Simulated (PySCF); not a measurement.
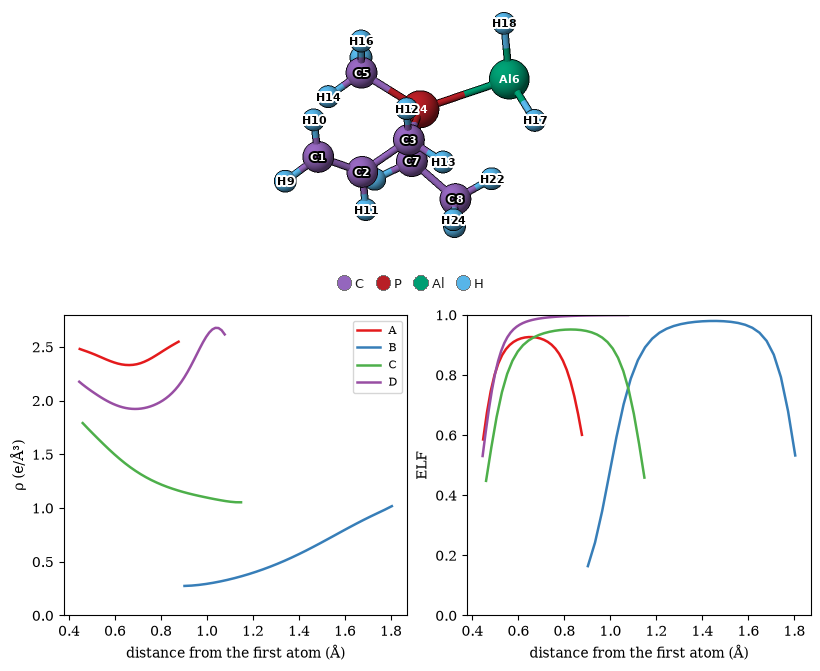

*C₆H₁₆AlP. Electron density and electron localisation function along straight lines between neighbouring atoms. The curves leave out the atomic cores. The structure is drawn too.*

Geometry: GFN2-xTB.

All numbers below come from PBE0/pcSseg-1, SCF density, gas phase, non-relativistic in PySCF.

Input file:

```
{"job": {"kind": "nmr", "xc": "PBE0", "basis": "pcSseg-1"}, "charge": 0, "multiplicity": 1}
C      3.049338    -0.850872    -0.396242
C      1.848127    -0.697336    -0.926899
C      1.053474     0.557612    -0.844452
P     -0.250692     0.530632     0.477449
C      0.747207     0.207706     1.984498
Al    -2.022532     2.250255     0.176303
C     -1.098164    -1.086049     0.243632
C     -1.901092    -1.068238    -1.050791
H      3.590290    -1.778614    -0.470476
H      3.548686    -0.046676     0.118900
H      1.381099    -1.521649    -1.449186
H      1.691871     1.414686    -0.612080
H      0.530752     0.765118    -1.781959
H      1.410332    -0.643979     1.834093
H      0.074623     0.012924     2.817865
H      1.336089     1.094850     2.212824
H     -1.931067     2.305418    -1.397198
H     -1.396742     3.427191     0.999921
H     -3.197800     1.421400     0.820523
H     -1.778298    -1.190863     1.094676
H     -0.382899    -1.912922     0.271752
H     -2.533103    -0.177537    -1.071379
H     -2.535736    -1.949189    -1.125572
H     -1.245500    -1.044103    -1.918647
```

Run with:

```sh
OMP_NUM_THREADS=1 python probes_run.py task.json out
```

**Which curve belongs to which contact (Al–P, C–C, C–H and C–P)? The first atom named is at distance zero.**

Curve A: C–C (1.32 Å): the density is about 2.3 e/Å³ at the midpoint; the ELF peaks at about 0.95 between the atoms; a short, multiple covalent bond. Curve B: Al–P (2.49 Å): the density is about 0.43 e/Å³ at the midpoint; the ELF peaks at about 1 between the atoms (a shared electron pair). Curve C: C–P (1.84 Å): ρ at the midpoint is about 1.1 e/Å³; the ELF peaks at about 0.95 between the atoms, as expected for a shared electron pair. Curve D: C–H (1.08 Å): ρ is about 2 e/Å³ halfway; the ELF climbs to about 1 towards the hydrogen, as it does in any bond to H; a covalent bond by its length.
